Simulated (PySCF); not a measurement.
# C3HN: excited-state relaxation

What do calculations give for the excited-state relaxation of C3HN (`C#CC#N`)?

Programs: PySCF 2.14.0, with routines of our own; each step states its level. All values are computed. Atoms count from 0.

## Step 1: The system as given

5 atoms, charge 0, multiplicity 1; geometry from: GFN2-xTB.

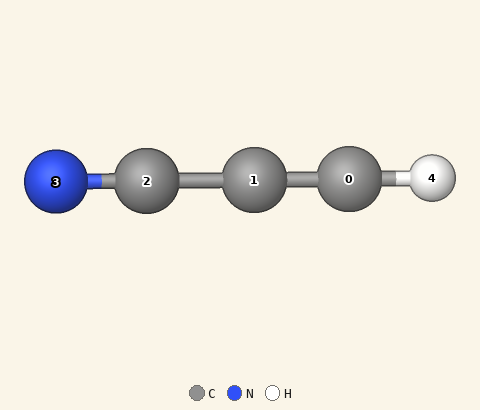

The starting geometry (carbon grey, nitrogen blue, hydrogen white).

## Step 2: Optimising the geometry at PBE0/def2-TZVP

The job: settings as JSON, then the geometry in Å.

```
{"job": {"xc": "PBE0", "basis": "def2-TZVP", "grid": 1, "kind": "geom"}, "charge": 0, "multiplicity": 1}
C     -1.274482    -0.173263    -0.000599
C     -0.081631    -0.011007     0.018928
C      1.271265     0.172231     0.043827
N      2.408523     0.327503     0.065446
H     -2.315053    -0.312612    -0.015927
```

Run with:

```sh
> OMP_NUM_THREADS=1 python excited_run.py task.json out
```

This one command runs all jobs of the session in turn.

What it wrote:

```text
step   0  E = -169.42729376  max force = 0.018654
step   1  E = -169.42759278  max force = 0.001796
step   2  E = -169.42759546  max force = 0.000212
optimisation converged
```

It took 5.5 s on 1 thread of Intel Xeon Platinum 8488C, shared host; peak memory 0.45 GiB.

Relaxation path:

| step | energy from step 0 (eV) | largest force component (eV/Å) |
| --- | --- | --- |
| 0 | 0.0000 | 0.9592 |
| 1 | -0.0081 | 0.0924 |
| 2 | -0.0082 | 0.0109 |

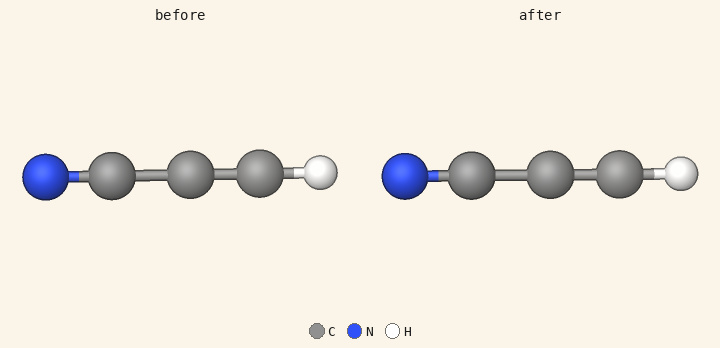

Before and after, at one scale.

Distances of close pairs at the start and the end, largest changes first:

| bond | before (Å) | after (Å) | change (Å) |
| --- | --- | --- | --- |
| C0–H4 | 1.050 | 1.066 | +0.016 |
| C2–N3 | 1.148 | 1.154 | +0.006 |
| C1–C2 | 1.365 | 1.369 | +0.004 |
| C0–C1 | 1.204 | 1.201 | -0.003 |

The final coordinates are the input of the step that follows.

| at the end point | value |
| --- | --- |
| point group (found at 0.08 Å tolerance) | Cinfv |
| rotational constants (GHz, main isotopes) | 4.593, 4.593 |
| dipole moment (D) | 3.87 |

## Step 3: Excited-state relaxation: TDA PBE0/def2-TZVP

The job: settings as JSON, then the geometry in Å.

```
{"job": {"kind": "xopt", "state": "S1", "method": "TDA", "freq": true, "xc": "PBE0", "basis": "def2-TZVP", "grid": 1}, "charge": 0, "multiplicity": 1}
C     -1.273755    -0.170261    -0.029177
C     -0.082417    -0.019236    -0.001354
C      1.274859     0.157934     0.027678
N      2.418983     0.307875     0.051988
H     -2.330103    -0.307961    -0.050924
```

Level: TDA PBE0/def2-TZVP excited-state geometry optimisation, gas phase.

What it wrote:

```text
final grid: 23136 points
cycle   1  E = -169.3899236285  dE =  5.904e-01  |g| = 3.951e-01  |ddm| = 3.165e+00
cycle   2  E = -169.2798295759  dE =  1.101e-01  |g| = 8.031e-01  |ddm| = 2.076e+00
cycle   3  E = -169.4240653250  dE = -1.442e-01  |g| = 1.191e-01  |ddm| = 1.642e+00
cycle   4  E = -169.4272330411  dE = -3.168e-03  |g| = 3.601e-02  |ddm| = 1.329e-01
cycle   5  E = -169.4275378723  dE = -3.048e-04  |g| = 1.430e-02  |ddm| = 5.956e-02
cycle   6  E = -169.4275864183  dE = -4.855e-05  |g| = 6.189e-03  |ddm| = 1.463e-02
cycle   7  E = -169.4275953205  dE = -8.902e-06  |g| = 7.855e-04  |ddm| = 4.205e-03
cycle   8  E = -169.4275954641  dE = -1.436e-07  |g| = 8.279e-05  |ddm| = 1.712e-03
cycle   9  E = -169.4275954660  dE = -1.834e-09  |g| = 1.630e-05  |ddm| = 2.105e-04
cycle  10  E = -169.4275954660  dE = -5.616e-11  |g| = 1.668e-06  |ddm| = 4.822e-05
converged SCF energy = -169.4275954660

vertical S1 at the ground-state geometry: 5.2925 eV
step    E(state)/Eh    max force   excitation/eV  root
  0    -169.24204600   0.163246     5.0029      1
  1    -169.25055893   0.020866     4.1338      1
  2    -169.25207936   0.011074     4.1654      1
  3    -169.25289877   0.008768     4.1499      1
  4    -169.25392827   0.010771     4.0824      1
  5    -169.25406124   0.002824     4.1218      1
  6    -169.25420843   0.005666     4.1378      1
  7    -169.25439025   0.004383     4.1070      1
  8    -169.25470948   0.006017     4.0841      1
  9    -169.25532322   0.008233     4.0457      1
 10    -169.25647283   0.010619     3.9777      1
 11    -169.25832714   0.011958     3.8665      1
 12    -169.26056302   0.011285     3.7166      1
 13    -169.24290335   0.037165     2.9143      1
 14    -169.26257279   0.011848     3.1100      1
 15    -169.26391204   0.006384     3.3543      1
 16    -169.26433472   0.005030     3.2750      1
 17    -169.26474800   0.003345     3.1776      1
 18    -169.26516459   0.002840     3.1115      1
 19    -169.26571342   0.008576     2.9832      1
 20    -169.26584185   0.002164     3.0410      1
 21    -169.26585303   0.000627     3.0368      1
 22    -169.26585571   0.000227     3.0348      1
optimisation converged
vertical emission 3.0348 eV, adiabatic 4.4012 eV, Stokes shift 2.2577 eV, reorganisation 0.8913 (excited) and 1.3663 eV (ground)
in toluene: absorption 5.2990 eV (f = 0.0000, root 1), emission 3.0475 eV (f = 0.0038, root 1)
in acetonitrile: absorption 5.3008 eV (f = 0.0000, root 1), emission 3.0594 eV (f = 0.0046, root 1)
zero-point change -0.1122 eV, 0-0 energy 4.2890 eV
frequencies of the excited state (cm-1): 160 283 476 611 885 928 1668 2091 3093
```

Run time: 3.8 min. Hardware: 1 thread of Intel Xeon Platinum 8488C, shared host; peak memory 0.54 GiB.

From this job:

| quantity | value |
| --- | --- |
| vertical absorption, S1 | 5.29 eV |
| adiabatic energy, S1 | 4.40 eV |
| vertical emission, S1 | 3.03 eV |
| Stokes shift, S1 | 2.26 eV |
| geometry moved (RMSD), S1 | 0.246 Å |

Bonds of the start that changed most:

| bond | start (Å) | end (Å) |
| --- | --- | --- |
| C0–C1 | 1.201 | 1.332 |
| C1–C2 | 1.369 | 1.327 |
| C2–N3 | 1.154 | 1.186 |
| C0–H4 | 1.065 | 1.094 |

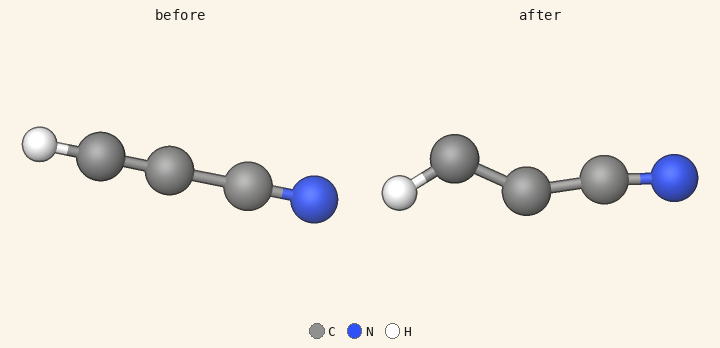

Before and after.

## Step 4: Excited-state relaxation: UKS PBE0/def2-TZVP

The job: settings as JSON, then the geometry in Å.

```
{"job": {"kind": "xopt", "state": "T1", "method": "UKS", "freq": true, "xc": "PBE0", "basis": "def2-TZVP", "grid": 1}, "charge": 0, "multiplicity": 1}
C     -1.273755    -0.170261    -0.029177
C     -0.082417    -0.019236    -0.001354
C      1.274859     0.157934     0.027678
N      2.418983     0.307875     0.051988
H     -2.330103    -0.307961    -0.050924
```

Level: UKS PBE0/def2-TZVP excited-state geometry optimisation, gas phase.

What it wrote:

```text
final grid: 23136 points
cycle   1  E = -169.3899236285  dE =  5.904e-01  |g| = 3.951e-01  |ddm| = 3.165e+00
cycle   2  E = -169.2798295759  dE =  1.101e-01  |g| = 8.031e-01  |ddm| = 2.076e+00
cycle   3  E = -169.4240653250  dE = -1.442e-01  |g| = 1.191e-01  |ddm| = 1.642e+00
cycle   4  E = -169.4272330411  dE = -3.168e-03  |g| = 3.601e-02  |ddm| = 1.329e-01
cycle   5  E = -169.4275378723  dE = -3.048e-04  |g| = 1.430e-02  |ddm| = 5.956e-02
cycle   6  E = -169.4275864183  dE = -4.855e-05  |g| = 6.189e-03  |ddm| = 1.463e-02
cycle   7  E = -169.4275953205  dE = -8.902e-06  |g| = 7.855e-04  |ddm| = 4.205e-03
cycle   8  E = -169.4275954641  dE = -1.436e-07  |g| = 8.279e-05  |ddm| = 1.712e-03
cycle   9  E = -169.4275954660  dE = -1.834e-09  |g| = 1.630e-05  |ddm| = 2.105e-04
cycle  10  E = -169.4275954660  dE = -5.616e-11  |g| = 1.668e-06  |ddm| = 4.822e-05
converged SCF energy = -169.4275954660

vertical T1 at the ground-state geometry: 4.4597 eV
step    E(state)/Eh    max force   <S^2>
  0    -169.27303397   0.186332    2.0120
  1    -169.28634600   0.016664    2.0139
  2    -169.28722311   0.010797    2.0153
  3    -169.28763857   0.008071    2.0157
  4    -169.28838727   0.011010    2.0159
  5    -169.28988258   0.014403    2.0166
  6    -169.29262556   0.017179    2.0178
  7    -169.29651139   0.016506    2.0196
  8    -169.29997420   0.013215    2.0213
  9    -169.29749496   0.023529    2.0244
 10    -169.30255582   0.005870    2.0236
 11    -169.30299862   0.005830    2.0238
 12    -169.30415969   0.009921    2.0209
 13    -169.30443120   0.003386    2.0235
 14    -169.30467848   0.001541    2.0227
 15    -169.30470586   0.000806    2.0223
 16    -169.30471283   0.000447    2.0224
 17    -169.30471552   0.000213    2.0225
optimisation converged
vertical emission 1.4248 eV, adiabatic 3.3437 eV, Stokes shift 3.0349 eV, reorganisation 1.1160 (excited) and 1.9189 eV (ground)
zero-point change -0.0866 eV, 0-0 energy 3.2571 eV
frequencies of the excited state (cm-1): 181 368 503 676 929 980 1752 2090 3128
```

Wall time 2.7 min (1 thread of Intel Xeon Platinum 8488C, shared host); peak memory 0.54 GiB.

In short:

| quantity | value |
| --- | --- |
| vertical gap at the ground-state geometry, T1 | 4.46 eV |
| adiabatic energy, T1 | 3.34 eV |
| vertical gap at the relaxed geometry, T1 | 1.42 eV |
| difference of the two gaps, T1 | 3.03 eV |
| geometry moved (RMSD), T1 | 0.671 Å |

Bonds of the start that changed most:

| bond | start (Å) | end (Å) |
| --- | --- | --- |
| C0–C1 | 1.201 | 1.322 |
| C0–H4 | 1.065 | 1.090 |
| C2–N3 | 1.154 | 1.170 |
| C1–C2 | 1.369 | 1.357 |

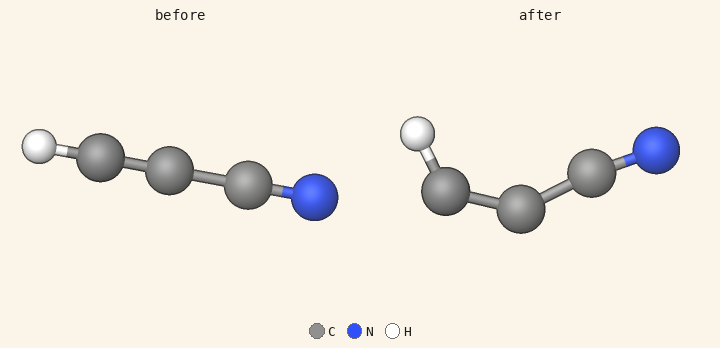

Before and after.

## Step 5: Summary of results

| quantity | value |
| --- | --- |
| point group | Cinfv |
| rotational constants (main isotopes) | 4.59, 4.59 GHz |
| vertical absorption, S1 (step 3, TDA PBE0/def2-TZVP) | 5.29 eV |
| adiabatic energy, S1 (step 3, TDA PBE0/def2-TZVP) | 4.40 eV |
| vertical emission, S1 (step 3, TDA PBE0/def2-TZVP) | 3.03 eV |
| Stokes shift, S1 (step 3, TDA PBE0/def2-TZVP) | 2.26 eV |
| vertical gap at the ground-state geometry, T1 (step 4, UKS PBE0/def2-TZVP) | 4.46 eV |
| adiabatic energy, T1 (step 4, UKS PBE0/def2-TZVP) | 3.34 eV |
| vertical gap at the relaxed geometry, T1 (step 4, UKS PBE0/def2-TZVP) | 1.42 eV |
| difference of the two gaps, T1 (step 4, UKS PBE0/def2-TZVP) | 3.03 eV |

In words: Over 2 steps the energy fell by 0.008 eV; of the close pairs, C0–H4 changed most, 1.050 to 1.066 Å. In step 3 (excited-state relaxation), among the bonds C0–C1 changes most, from 1.201 to 1.332 Å. In step 4 the harmonic model is doubtful. In step 4 (excited-state relaxation), among the bonds C0–C1 changes most, from 1.201 to 1.322 Å. The atoms move far more than that, so angles or torsions carry the main change. ΔSCF (UKS) and response values aren't on one footing and may follow different states, so their differences aren't method errors alone, and singlets and triplets from the two don't rank.
